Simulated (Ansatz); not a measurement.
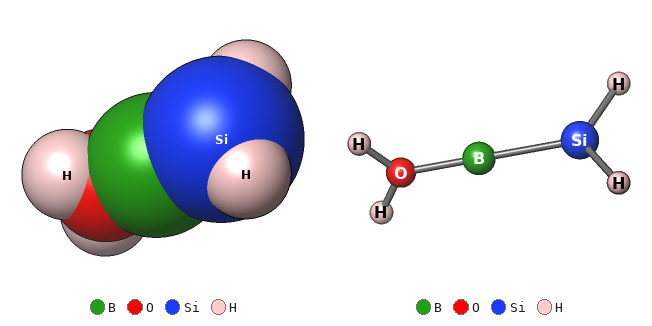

Source: calculation with Ansatz.

Both panels show the same species.

State: charge +1, singlet.

Question: What is the molecular formula?

Answer: BH₄OSi⁺, 7 atoms: 1 boron, 4 hydrogen, 1 oxygen and 1 silicon.

Question: Which point group does it belong to?

Answer: C2v.
